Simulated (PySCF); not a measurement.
Input

```
{"job": {"kind": "uv", "xc": "B3LYP", "basis": "def2-SVPD", "nstates": 8, "ntriplets": 3}, "charge": 0, "multiplicity": 1}
F     -1.768455    -0.166721     1.430307
C     -1.740843    -0.468729     0.115543
F     -2.648813     0.330152    -0.481928
C     -0.353460    -0.207836    -0.475097
O      0.549428    -1.183149     0.017772
C      1.705986    -0.526989     0.350199
F      2.528197    -0.479661    -0.748021
O      1.374147     0.747220     0.739716
C      0.276361     1.130933    -0.013016
F      0.659139     1.854732    -1.103775
H     -2.049435    -1.516743    -0.006330
H     -0.414487    -0.236304    -1.570946
H      2.257009    -1.052254     1.136930
H     -0.375451     1.774874     0.586480
```

Launched as:

```sh
OMP_NUM_THREADS=1 python probes_run.py task.json out
```

Geometry: GFN2-xTB.

Level of theory: PySCF, B3LYP/def2-SVPD, SCF density, gas phase.

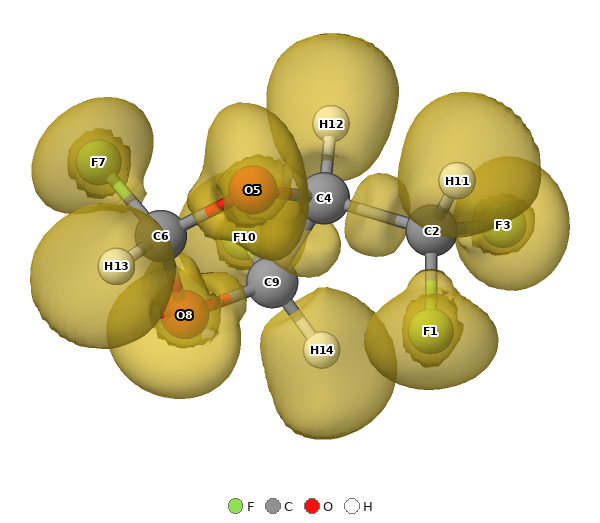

C4H4F4O2. Isosurface of the electron localisation function at 0.75 (yellow), seen from one side. Only the valence region is drawn (cores and ρ < 0.01 e/Å³ removed).

**Identify the bonds, lone pairs and shells in this picture.**

At this value the surface marks out two regions between bonded C–C atoms (shared pairs), four regions around hydrogen nuclei, four regions on F in which the atom's valence shell and bonds are merged and two regions on O in which the atom's valence shell and bonds are merged. Along the contacts the grid gives the following. C–F (1.35 Å): the ELF peaks at about 0.85 between the atoms (a polar covalent bond). C–O (1.37 Å): the ELF peaks at about 0.90 between the atoms (a polar covalent bond).
